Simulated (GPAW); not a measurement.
# Ti K ELNES/XANES of TiSi2 (Cmcm) from DFT, part 3 of 4

Aim: the dependence of the Ti K near-edge features of TiSi2 (Cmcm) on volume.

GPAW 26.7.0; X-ray absorption from dipole matrix elements to empty bands, plane-wave PAW LDA.

So far. Step 4 (Spectrum with XCH, Ti atom 1): The total-energy difference is 4969.88 eV. One term is added: -22.68 eV, since the hole is spin-paired here and a spin-polarised one costs that much less in the free atom (computed apart). The photon energy is then 4947.20 eV. The tabulated edge of the element is 4966 eV. The functional leaves an error in such absolute values: in the free atom LDA prices this hole 13.2 eV below PBE (computed apart), and PBE is itself good to a few eV.

**7. Reference energy of the supercell**

Level of this step: plane-wave PAW DFT, LDA, self-consistent field (GPAW).

The cell changes for the next run, so it gets a reference energy of its own.

The cell differs from the one that the last finished run ended in (a 4.915 → 4.967 Å, b 4.915 → 4.967 Å, c 6.843 → 6.915 Å).

The input, scf.py:

```python
import numpy as np
from ase import Atoms
from ase.parallel import parprint, paropen
from gpaw import GPAW, PW, FermiDirac, Mixer, MixerDif, setup_paths
from gpaw.test import gen
setup_paths.insert(0, '.')
gen('Ti', name='nch1s', xcname='LDA', corehole=(1, 0, 0), write_xml=True)
from gpaw.mpi import world
world.barrier()

atoms = Atoms('Ti4Si8',
    cell=[[3.49454892, 0, 3.52915965],
     [-3.49454892, 0, 3.52915965],
     [1.74727446, -6.6910013, 0]],
    scaled_positions=[[0.57344096, 0.67655904, 0.20623616],
     [0.07344096, 0.17655904, 0.20623616],
     [0.42655904, 0.32344096, 0.79376384],
     [0.92655904, 0.82344096, 0.79376384],
     [0.24984259, 0.00015741, 0.50062964],
     [0.74984259, 0.50015741, 0.50062964],
     [0.75015741, 0.99984259, 0.49937036],
     [0.25015741, 0.49984259, 0.49937036],
     [0.40412572, 0.84587428, 0.8834971],
     [0.90412572, 0.34587428, 0.8834971],
     [0.59587428, 0.15412572, 0.1165029],
     [0.09587427, 0.65412572, 0.1165029]],
    pbc=True)
atoms.calc = calc = GPAW(legacy_gpaw=True, mode=PW(430, force_complex_dtype=True), xc='LDA', setups={0: 'nch1s'},
    kpts={'size': (5, 5, 4), 'gamma': True}, occupations=FermiDirac(0.1),
    charge=0, mixer=Mixer(0.1, 5, 50), maxiter=150,
    convergence={'density': 0.0001, 'eigenstates': 1e-6}, txt='scf.txt')
energy = atoms.get_potential_energy() + calc.get_reference_energy()
ef = calc.get_fermi_level()
out = dict(energy=energy, fermi=ef, forces=atoms.get_forces().tolist())
parprint(f'all-electron energy {energy:.4f} eV, Fermi level {ef:.4f} eV')
ev = np.array([[calc.get_eigenvalues(k, s) for k in range(len(calc.get_ibz_k_points()))] for s in range(calc.get_number_of_spins())])
out['homo'], out['lumo'], out['counts'] = ev[ev < ef].max(), ev[ev > ef].min(), sorted(set((ev < ef).sum((0, 2)).tolist()))
out['filled'] = (ev[:, 0] < ef).sum(1).tolist()
import json
with paropen('out.json', 'w') as f:
    json.dump(out, f)
```

Command:

```sh
$ OMP_NUM_THREADS=1 mpirun -n 4 gpaw python scf.py
```

Numbers of over 12 decimals in the logs are rounded to 6 here.

The program printed:

```text
Input parameters:
  convergence: {density: 0.0001,
                eigenstates: 1e-06}
  kpts: {gamma: True,
         size: (5, 5, 4)}
  maxiter: 150
  mixer: {backend: pulay,
          beta: 0.1,
          method: separate,
          nmaxold: 5,
          weight: 50}
  mode: {ecut: 430.0,
         force_complex_dtype: True,
         name: pw}
  occupations: {fixmagmom: False,
                name: fermi-dirac,
[...]
4s(2) :    -0.168799     0.990650
3p(6) :    -1.425558     0.436626
4p(0) :    -0.056429     0.981035
3d(2) :    -0.164024     0.588737
*d    :     0.835976
--------------------------------

Diagonalizing with gridspacing h=0.050

state   all-electron     PAW
-------------------------------
3s:      -2.287902    -2.288205
3p:      -1.425558    -1.426242
3d:      -0.164024    -0.164519
*f:                    0.065395
-------------------------------
all-electron energy -155650.7369 eV, Fermi level 10.2418 eV
[key lines of the parts left out:]
Converged after 16 iterations.
Dipole moment: (-0.000000, -0.000000, 0.000000) |e|*Ang
Free energy:    -85.288205
Fermi level: 10.24183
```

It took 34 s on 4 MPI ranks of AMD EPYC 9R14 (Zen 4), shared host; peak memory 0.29 GiB.

Reference energy: -155650.737 eV with the cores included.

**8. Spectrum with XCH, Ti atom 1**

Shorter bonds are expected to push antibonding states and scattering resonances up, and longer ones down; the cell is scaled to test that.

Changed against the first core-hole run: volume scale from 1 to 0.97.

The input, xas.py:

```python
import numpy as np
from ase import Atoms
from ase.parallel import parprint, paropen
from gpaw import GPAW, PW, FermiDirac, Mixer, MixerDif, setup_paths
from gpaw.test import gen
setup_paths.insert(0, '.')
gen('Ti', name='fch1s', xcname='LDA', corehole=(1, 0, 1), write_xml=True)
from gpaw.mpi import world
world.barrier()

atoms = Atoms('Ti4Si8',
    cell=[[3.49454892, 0, 3.52915965],
     [-3.49454892, 0, 3.52915965],
     [1.74727446, -6.6910013, 0]],
    scaled_positions=[[0.57344096, 0.67655904, 0.20623616],
     [0.07344096, 0.17655904, 0.20623616],
     [0.42655904, 0.32344096, 0.79376384],
     [0.92655904, 0.82344096, 0.79376384],
     [0.24984259, 0.00015741, 0.50062964],
     [0.74984259, 0.50015741, 0.50062964],
     [0.75015741, 0.99984259, 0.49937036],
     [0.25015741, 0.49984259, 0.49937036],
     [0.40412572, 0.84587428, 0.8834971],
     [0.90412572, 0.34587428, 0.8834971],
     [0.59587428, 0.15412572, 0.1165029],
     [0.09587427, 0.65412572, 0.1165029]],
    pbc=True)
atoms.calc = calc = GPAW(legacy_gpaw=True, mode=PW(430, force_complex_dtype=True), xc='LDA', setups={0: 'fch1s'},
    kpts={'size': (5, 5, 4), 'gamma': True}, occupations=FermiDirac(0.1),
    charge=-1, mixer=Mixer(0.1, 5, 50), maxiter=150,
    convergence={'density': 0.0001, 'eigenstates': 1e-6}, txt='scf.txt')
energy = atoms.get_potential_energy() + calc.get_reference_energy()
ef = calc.get_fermi_level()
out = dict(energy=energy, fermi=ef, forces=atoms.get_forces().tolist())
parprint(f'all-electron energy {energy:.4f} eV, Fermi level {ef:.4f} eV')
ev = np.array([[calc.get_eigenvalues(k, s) for k in range(len(calc.get_ibz_k_points()))] for s in range(calc.get_number_of_spins())])
out['homo'], out['lumo'], out['counts'] = ev[ev < ef].max(), ev[ev > ef].min(), sorted(set((ev < ef).sum((0, 2)).tolist()))
out['filled'] = (ev[:, 0] < ef).sum(1).tolist()

from ase.units import Ha
from gpaw.xas import dipole_matrix_elements
nb = int(calc.get_number_of_electrons() / 2) + 121
top, nb = nb, nb + 8 + nb // 12
nscf = calc.fixed_density(kpts={'size': (7, 7, 5), 'gamma': True}, nbands=nb,
    convergence={'bands': top, 'eigenstates': 5e-3}, maxiter=60, txt='nscf.txt')
cell = atoms.cell.array
ops = [cell.T @ U.T @ np.linalg.inv(cell.T) for U in nscf.wfs.kd.symmetry.op_scc]
E = np.arange(-6, 34, 0.1)
fwhm = np.interp(E, [4, 25], [0.94, 3.5])
Y, X, zero, highest = 0, 0, 1e9, 1e9
for spin in range(nscf.get_number_of_spins()):
    wfs = nscf.wfs
    mine = wfs.bd.get_slice()  # this rank's bands
    A = dipole_matrix_elements(wfs.setups[0])
    eps = np.zeros((wfs.kd.nibzkpts, nb))
    d = np.zeros((3, A.shape[1], wfs.kd.nibzkpts, nb), complex)
    for kpt in wfs.kpt_u:
        if kpt.s == spin and 0 in kpt.P_ani:
            eps[kpt.k, mine] = kpt.eps_n * Ha
            d[:, :, kpt.k, mine] = (kpt.weight * wfs.nspins / 2) ** 0.5 * np.inner(A, kpt.P_ani[0])
    world.sum(eps)
    world.sum(d)
    T = np.einsum('amkn,bmkn->abkn', d, d.conj()).real
    T = sum(np.einsum('ai,ijkn,bj->abkn', R, T, R) for R in ops) / len(ops)
    empty = eps > ef
    zero, highest = min(zero, eps[empty].min()), min(highest, eps[:, top - 1].min())
    lines = [(eps, T, empty)] if spin == 0 else lines + [(eps, T, empty)]
for eps, T, empty in lines:
    f = np.einsum('aakn->akn', T).reshape(3, -1)
    x = eps.ravel() - zero
    w = np.interp(x, E, fwhm) / 2.35482
    g = np.exp(-0.5 * ((E[:, None] - x) / w) ** 2) / (w * (2 * np.pi) ** 0.5)
    Y = Y + (f * empty.ravel()) @ g.T
    X = X + (f * ~empty.ravel()) @ g.T
out.update(E=E.round(2).tolist(), xas=Y.tolist(), xes=X.tolist(), zero=zero, valid=highest - zero, nk=len(eps), nb=nb)
for i in range(0, len(E), 10):
    parprint(f'{E[i]:7.2f}', *(f'{v:10.3e}' for v in Y[:, i]))
import json
with paropen('out.json', 'w') as f:
    json.dump(out, f)
```

Command:

```sh
$ OMP_NUM_THREADS=1 mpirun -n 4 gpaw python xas.py
```

The program printed:

```text
Input parameters:
  charge: -1
  convergence: {density: 0.0001,
                eigenstates: 1e-06}
  kpts: {gamma: True,
         size: (5, 5, 4)}
  maxiter: 150
  mixer: {backend: pulay,
          beta: 0.1,
          method: separate,
          nmaxold: 5,
          weight: 50}
  mode: {ecut: 430.0,
         force_complex_dtype: True,
         name: pw}
  occupations: {fixmagmom: False,
[...]
*d    :     0.333350
--------------------------------

Diagonalizing with gridspacing h=0.050

state   all-electron     PAW
-------------------------------
3s:      -2.983269    -2.983558
3p:      -2.108060    -2.108705
3d:      -0.666650    -0.667242
*f:                   -0.026873
-------------------------------
all-electron energy -150680.9446 eV, Fermi level 10.2491 eV
[...]
32.00  3.583e-07  3.874e-07  3.611e-07
  33.00  3.325e-07  3.662e-07  3.096e-07
[key lines of the parts left out:]
Converged after 20 iterations.
Dipole moment: (0.078374, -0.111045, -0.031518) |e|*Ang
Free energy:    -97.860998
Fermi level: 10.24908
```

Run time: 2.9 min. Hardware: 4 MPI ranks; peak memory 0.83 GiB.

| E (eV) | first run | this run |
| --- | --- | --- |
| -2.0 | 0.00 | 0.00 |
| -1.0 | 0.00 | 0.00 |
| 0.0 | 0.11 | 0.11 |
| 1.0 | 0.46 | 0.47 |
| 2.0 | 0.54 | 0.55 |
| 3.0 | 0.76 | 0.78 |
| 4.0 | 1.03 | 1.06 |
| 5.0 | 1.02 | 1.07 |
| 6.0 | 1.04 | 1.06 |
| 7.0 | 1.09 | 1.10 |
| 8.0 | 1.15 | 1.14 |
| 9.0 | 1.24 | 1.22 |
| 10.0 | 1.12 | 1.16 |
| 11.0 | 0.87 | 0.93 |
| 12.0 | 0.77 | 0.78 |
| 13.0 | 0.87 | 0.83 |
| 14.0 | 1.08 | 1.02 |
| 15.0 | 1.23 | 1.20 |
| 16.0 | 1.23 | 1.24 |
| 17.0 | 1.18 | 1.19 |
| 18.0 | 1.18 | 1.16 |
| 19.0 | 1.31 | 1.24 |
| 20.0 | 1.53 | 1.44 |
| 21.0 | 1.71 | 1.65 |
| 22.0 | 1.76 | 1.77 |
| 23.0 | 1.73 | 1.78 |
| 24.0 | 1.65 | 1.73 |
| 25.0 | 1.56 | 1.65 |
| 26.0 | 1.48 | 1.58 |
| 27.0 | 1.39 | 1.50 |
| 28.0 | 1.27 | 1.39 |
| 29.0 | 1.13 | 1.26 |
| 30.0 | 0.99 | 1.11 |

Against the first run the r.m.s. difference is 5 %. The highest intensity below 24 eV goes from 22.0 eV (1.76) to 22.6 eV (1.78).

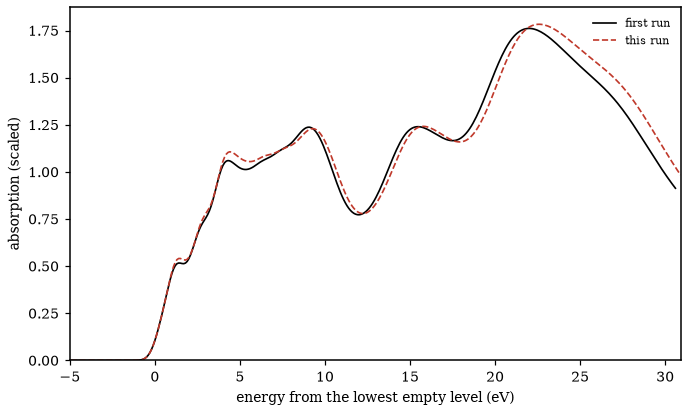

The effect of the change (volume scale from 1 to 0.97).

The photon energy of the zero moves by -0.09 eV.

**9. Supercell without a hole, the energy reference**

The cell changes for the next run, so it gets a reference energy of its own.

The cell differs from the one that the last finished run ended in (a 4.967 → 5.067 Å, b 4.967 → 5.067 Å, c 6.915 → 7.055 Å).

Edit scf.py of step 7 so:

```diff
@@ -11,5 +11,5 @@
 atoms = Atoms('Ti4Si8',
-    cell=[[3.49454892, 0, 3.52915965],
-     [-3.49454892, 0, 3.52915965],
-     [1.74727446, -6.6910013, 0]],
+    cell=[[3.5651649, 0, 3.60047502],
+     [-3.5651649, 0, 3.60047502],
+     [1.78258245, -6.82620947, 0]],
     scaled_positions=[[0.57344096, 0.67655904, 0.20623616],
```

Command:

```sh
$ OMP_NUM_THREADS=1 mpirun -n 4 gpaw python scf.py
```

The program printed:

```text
Input parameters:
  convergence: {density: 0.0001,
                eigenstates: 1e-06}
  kpts: {gamma: True,
         size: (5, 5, 4)}
  maxiter: 150
  mixer: {backend: pulay,
          beta: 0.1,
          method: separate,
          nmaxold: 5,
          weight: 50}
  mode: {ecut: 430.0,
         force_complex_dtype: True,
         name: pw}
  occupations: {fixmagmom: False,
                name: fermi-dirac,
[...]
4s(2) :    -0.168799     0.990650
3p(6) :    -1.425558     0.436626
4p(0) :    -0.056429     0.981035
3d(2) :    -0.164024     0.588737
*d    :     0.835976
--------------------------------

Diagonalizing with gridspacing h=0.050

state   all-electron     PAW
-------------------------------
3s:      -2.287902    -2.288205
3p:      -1.425558    -1.426242
3d:      -0.164024    -0.164519
*f:                    0.065395
-------------------------------
all-electron energy -155650.4510 eV, Fermi level 9.5061 eV
[key lines of the parts left out:]
Converged after 22 iterations.
Dipole moment: (-0.000000, 0.000000, -0.000000) |e|*Ang
Free energy:    -85.007547
Fermi level: 9.50613
```

Run time: 42 s. Hardware: 4 MPI ranks; peak memory 0.3 GiB; 2.8 min of CPU time.

Reference energy: -155650.451 eV with the cores included.

**10. Spectrum with XCH, Ti atom 1**

Shorter bonds are expected to push antibonding states and scattering resonances up, and longer ones down; the cell is scaled to test that.

Changed against the first core-hole run: volume scale from 1 to 1.03.

Edit xas.py of step 8 so:

```diff
@@ -11,5 +11,5 @@
 atoms = Atoms('Ti4Si8',
-    cell=[[3.49454892, 0, 3.52915965],
-     [-3.49454892, 0, 3.52915965],
-     [1.74727446, -6.6910013, 0]],
+    cell=[[3.5651649, 0, 3.60047502],
+     [-3.5651649, 0, 3.60047502],
+     [1.78258245, -6.82620947, 0]],
     scaled_positions=[[0.57344096, 0.67655904, 0.20623616],
@@ -41,3 +41,3 @@
 from gpaw.xas import dipole_matrix_elements
-nb = int(calc.get_number_of_electrons() / 2) + 121
+nb = int(calc.get_number_of_electrons() / 2) + 127
 top, nb = nb, nb + 8 + nb // 12
```

Command:

```sh
$ OMP_NUM_THREADS=1 mpirun -n 4 gpaw python xas.py
```

The program printed:

```text
Input parameters:
  charge: -1
  convergence: {density: 0.0001,
                eigenstates: 1e-06}
  kpts: {gamma: True,
         size: (5, 5, 4)}
  maxiter: 150
  mixer: {backend: pulay,
          beta: 0.1,
          method: separate,
          nmaxold: 5,
          weight: 50}
  mode: {ecut: 430.0,
         force_complex_dtype: True,
         name: pw}
  occupations: {fixmagmom: False,
[...]
*d    :     0.333350
--------------------------------

Diagonalizing with gridspacing h=0.050

state   all-electron     PAW
-------------------------------
3s:      -2.983269    -2.983558
3p:      -2.108060    -2.108705
3d:      -0.666650    -0.667242
*f:                   -0.026873
-------------------------------
all-electron energy -150680.4933 eV, Fermi level 9.4994 eV
[...]
32.00  3.307e-07  3.611e-07  2.968e-07
  33.00  3.215e-07  3.426e-07  2.763e-07
[key lines of the parts left out:]
Converged after 19 iterations.
Dipole moment: (0.081759, -0.119292, -0.034711) |e|*Ang
Free energy:    -97.416511
Fermi level: 9.49937
```

Elapsed: 2.9 min, on 4 MPI ranks; peak memory 0.88 GiB.

| E (eV) | first run | this run |
| --- | --- | --- |
| -2.0 | 0.00 | 0.00 |
| -1.0 | 0.00 | 0.00 |
| 0.0 | 0.11 | 0.11 |
| 1.0 | 0.46 | 0.45 |
| 2.0 | 0.54 | 0.54 |
| 3.0 | 0.76 | 0.74 |
| 4.0 | 1.03 | 1.00 |
| 5.0 | 1.02 | 0.97 |
| 6.0 | 1.04 | 1.02 |
| 7.0 | 1.09 | 1.09 |
| 8.0 | 1.15 | 1.17 |
| 9.0 | 1.24 | 1.24 |
| 10.0 | 1.12 | 1.06 |
| 11.0 | 0.87 | 0.82 |
| 12.0 | 0.77 | 0.77 |
| 13.0 | 0.87 | 0.91 |
| 14.0 | 1.08 | 1.13 |
| 15.0 | 1.23 | 1.23 |
| 16.0 | 1.23 | 1.21 |
| 17.0 | 1.18 | 1.17 |
| 18.0 | 1.18 | 1.22 |
| 19.0 | 1.31 | 1.39 |
| 20.0 | 1.53 | 1.60 |
| 21.0 | 1.71 | 1.72 |
| 22.0 | 1.76 | 1.72 |
| 23.0 | 1.73 | 1.65 |
| 24.0 | 1.65 | 1.56 |
| 25.0 | 1.56 | 1.47 |
| 26.0 | 1.48 | 1.37 |
| 27.0 | 1.39 | 1.27 |
| 28.0 | 1.27 | 1.14 |
| 29.0 | 1.13 | 1.01 |
| 30.0 | 0.99 | 0.89 |

Against the first run the r.m.s. difference is 5 %. The highest intensity below 24 eV goes from 22.0 eV (1.76) to 21.4 eV (1.73).

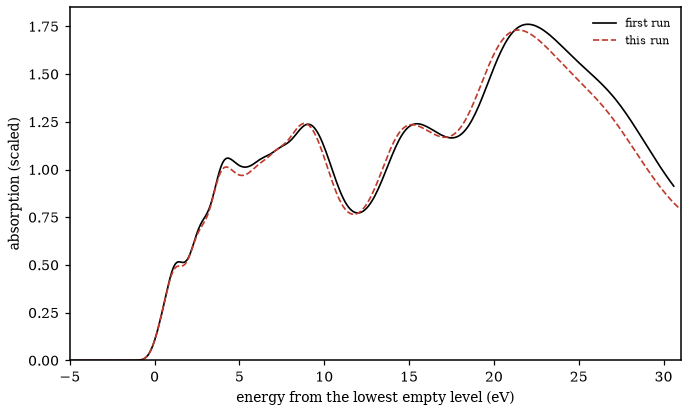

The effect of the change (volume scale from 1 to 1.03).

The photon energy of the zero moves by +0.08 eV.

**11. Supercell without a hole, the energy reference**

The cell changes for the next run, so it gets a reference energy of its own.

The cell differs from the one that the last finished run ended in (a 5.067 → 5.116 Å, b 5.067 → 5.116 Å, c 7.055 → 7.123 Å).

Edit scf.py of step 9 so:

```diff
@@ -11,5 +11,5 @@
 atoms = Atoms('Ti4Si8',
-    cell=[[3.5651649, 0, 3.60047502],
-     [-3.5651649, 0, 3.60047502],
-     [1.78258245, -6.82620947, 0]],
+    cell=[[3.59944743, 0, 3.63509709],
+     [-3.59944743, 0, 3.63509709],
+     [1.79972372, -6.89185012, 0]],
     scaled_positions=[[0.57344096, 0.67655904, 0.20623616],
```

Command:

```sh
$ OMP_NUM_THREADS=1 mpirun -n 4 gpaw python scf.py
```

The program printed:

```text
Input parameters:
  convergence: {density: 0.0001,
                eigenstates: 1e-06}
  kpts: {gamma: True,
         size: (5, 5, 4)}
  maxiter: 150
  mixer: {backend: pulay,
          beta: 0.1,
          method: separate,
          nmaxold: 5,
          weight: 50}
  mode: {ecut: 430.0,
         force_complex_dtype: True,
         name: pw}
  occupations: {fixmagmom: False,
                name: fermi-dirac,
[...]
4s(2) :    -0.168799     0.990650
3p(6) :    -1.425558     0.436626
4p(0) :    -0.056429     0.981035
3d(2) :    -0.164024     0.588737
*d    :     0.835976
--------------------------------

Diagonalizing with gridspacing h=0.050

state   all-electron     PAW
-------------------------------
3s:      -2.287902    -2.288205
3p:      -1.425558    -1.426242
3d:      -0.164024    -0.164519
*f:                    0.065395
-------------------------------
all-electron energy -155650.1337 eV, Fermi level 9.1642 eV
[key lines of the parts left out:]
Converged after 23 iterations.
Dipole moment: (-0.000000, 0.000000, -0.000000) |e|*Ang
Free energy:    -84.693009
Fermi level: 9.16417
```

The job ended after 43 s (4 MPI ranks; peak memory 0.3 GiB).

Reference energy: -155650.134 eV with the cores included.

**12. Spectrum with XCH, Ti atom 1**

Shorter bonds are expected to push antibonding states and scattering resonances up, and longer ones down; the cell is scaled to test that.

Changed against the first core-hole run: volume scale from 1 to 1.06.

Edit xas.py of step 10 so:

```diff
@@ -11,5 +11,5 @@
 atoms = Atoms('Ti4Si8',
-    cell=[[3.5651649, 0, 3.60047502],
-     [-3.5651649, 0, 3.60047502],
-     [1.78258245, -6.82620947, 0]],
+    cell=[[3.59944743, 0, 3.63509709],
+     [-3.59944743, 0, 3.63509709],
+     [1.79972372, -6.89185012, 0]],
     scaled_positions=[[0.57344096, 0.67655904, 0.20623616],
@@ -41,3 +41,3 @@
 from gpaw.xas import dipole_matrix_elements
-nb = int(calc.get_number_of_electrons() / 2) + 127
+nb = int(calc.get_number_of_electrons() / 2) + 130
 top, nb = nb, nb + 8 + nb // 12
```

Command:

```sh
$ OMP_NUM_THREADS=1 mpirun -n 4 gpaw python xas.py
```

The program printed:

```text
Input parameters:
  charge: -1
  convergence: {density: 0.0001,
                eigenstates: 1e-06}
  kpts: {gamma: True,
         size: (5, 5, 4)}
  maxiter: 150
  mixer: {backend: pulay,
          beta: 0.1,
          method: separate,
          nmaxold: 5,
          weight: 50}
  mode: {ecut: 430.0,
         force_complex_dtype: True,
         name: pw}
  occupations: {fixmagmom: False,
[...]
*d    :     0.333350
--------------------------------

Diagonalizing with gridspacing h=0.050

state   all-electron     PAW
-------------------------------
3s:      -2.983269    -2.983558
3p:      -2.108060    -2.108705
3d:      -0.666650    -0.667242
*f:                   -0.026873
-------------------------------
all-electron energy -150680.1030 eV, Fermi level 9.1506 eV
[...]
32.00  3.272e-07  3.508e-07  2.822e-07
  33.00  3.163e-07  3.277e-07  2.733e-07
[key lines of the parts left out:]
Converged after 22 iterations.
Dipole moment: (0.083332, -0.123805, -0.035580) |e|*Ang
Free energy:    -97.029913
Fermi level: 9.15057
```

Run time: 3.2 min. Hardware: 4 MPI ranks; peak memory 0.91 GiB.

[end of part 3 of 4]

[Banner, clock and machine lines of the logs are left out without a mark of their own.]

[Logs are printed without paths, hosts, clocks, repeated set-up lines and the standing remarks that a program may print on its own settings, such as how far it seeks lower states.]

[Hosts, paths, dates, database ids (printed as entryN), source tags and the programs' standing remarks are cut or masked in the printed files.]

[Lists of maxima count a maximum above −3 eV only where it reaches 4 % of the highest in the window and stands out from its surroundings by 2 % of it (1.5 % where it reaches 55 %); shoulders and weaker maxima are passed over, and of the rest the first, up to two pre-edge ones and the few strongest are named.]
